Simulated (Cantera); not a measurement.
A closed system holds: 1 mol CuO, 250 mol H₂, 46 mol N₂, held at 0.110 bar.

Cantera equilibrium calculation (NASA polynomials, part measured and part estimated; ideal gas, pure solids and liquids). Candidate condensed phases: Cu, CuO, Cu(OH)₂, Cu₂O, H₂O; 27 gas species. Equilibrium is a limit: real reactors are often held back by kinetics, nucleation or transport.

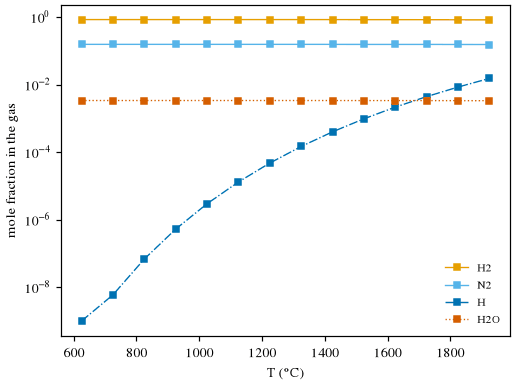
Fig. 1. Equilibrium gas composition (values under 1e-9 drawn at 1e-9)

Q: Read off the mole fractions at 825 °C.

A: H₂ about 0.84, N₂ about 0.16, H₂O about 0.0034, H about 6.8e-8.
